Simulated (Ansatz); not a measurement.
Phonons of a relaxed structure of GaN by density-functional perturbation theory (low response-accuracy setting, no LO–TO term) at Γ and zone-boundary points with q components 0 or ½ of the primitive reciprocal vectors. Calculation: r2SCAN (plane waves to 500 eV, PAW, scalar-relativistic; Ansatz, an electronic-structure program). Γ-centred k-mesh 10×10×10, Fermi–Dirac smearing 0.05 eV.

```yaml
crystal:
  lattice:
    - [0.00000, 2.24896, 2.24896]
    - [2.24896, 0.00000, 2.24896]
    - [2.24896, 2.24896, 0.00000]
  atoms:
    - { symbol: N, position: [0.75000, 0.75000, 0.75000] }
    - { symbol: Ga, position: [0.00000, 0.00000, 0.00000] }
```

Space group F-43m (No. 216), zinc blende type.

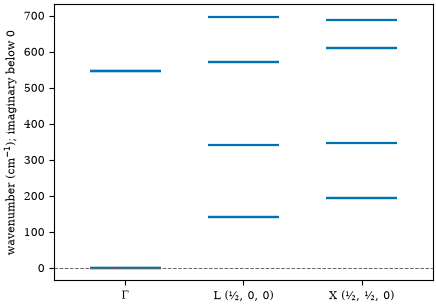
*Phonon wavenumbers at the sampled wavevectors*

**Question.** Is the structure stable at these points, and where is the highest mode?

**Answer.** No instability shows at these points (nothing beyond 15i cm⁻¹, the threshold used here). Other wavevectors were not sampled, so this does not prove stability. The highest mode lies near 695 cm⁻¹.

| q | wavenumbers (cm⁻¹; i marks imaginary) |
|---|---|
| Γ | 0 (×3), 546 (×3) |
| L (½, 0, 0) | 140 (×2), 342, 570 (×2), 697 |
| X (½, ½, 0) | 195 (×2), 347, 610 (×2), 688 |

No spin polarisation in the result.
